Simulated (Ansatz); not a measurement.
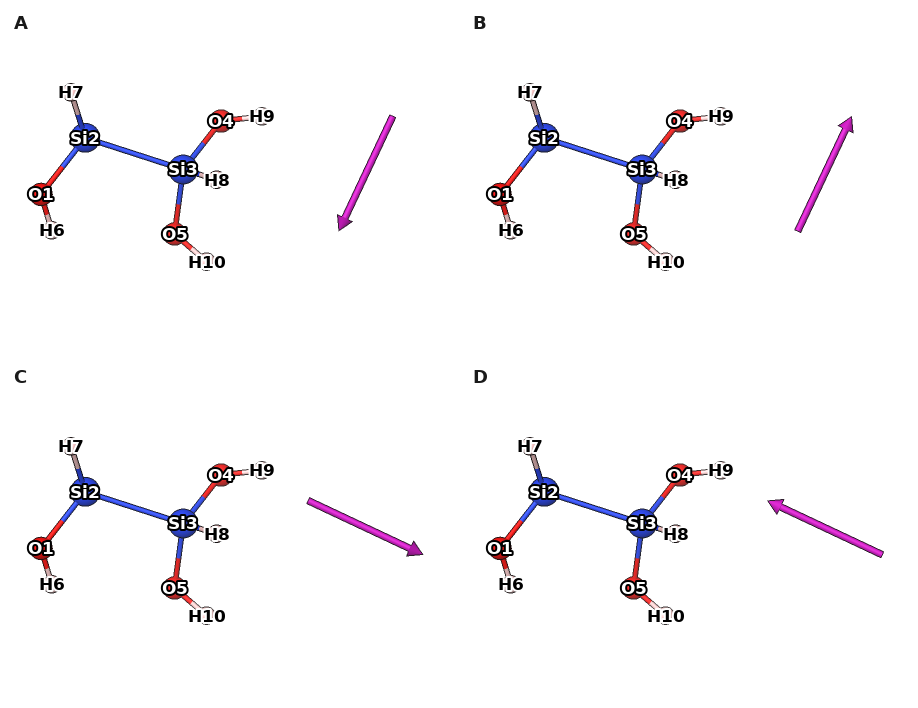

The same molecule four times, each with an arrow. State: neutral, doublet. Computed geometry: PBE0-D4/def2-TZVP optimisation. No frequency run is at hand to confirm it as a minimum. Properties computed with UKS B3LYP-D4/def2-TZVPP (Ansatz 0.2.0).

Which arrow points along the dipole moment, from the negative to the positive end?

C. The dipole moment is 3.25 D; it points from the side of H7 to the side of H10 (the outermost atoms at the two ends).
